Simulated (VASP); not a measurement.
Band structure of LaAl (relaxed from the zinc blende structure, space group F-43m). All values below come from PBE GGA, VASP's PBE PAW potentials (set 64) (plane waves; VASP).

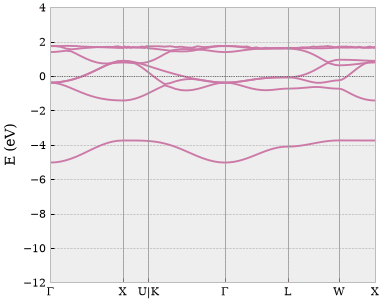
Fig. 1. Bands along high-symmetry lines, zero at the valence-band maximum or, without a gap, the Fermi level

Read the plot: is there a gap, and where are the band edges?

It has no gap at this level: it comes out as a metal or semimetal. (Edges off the drawn lines would not show.)

The structure was generated: LaAl was put into the zinc blende type (F-43m), which need not be its known phase. It was relaxed first, which changed the volume by -21 %.
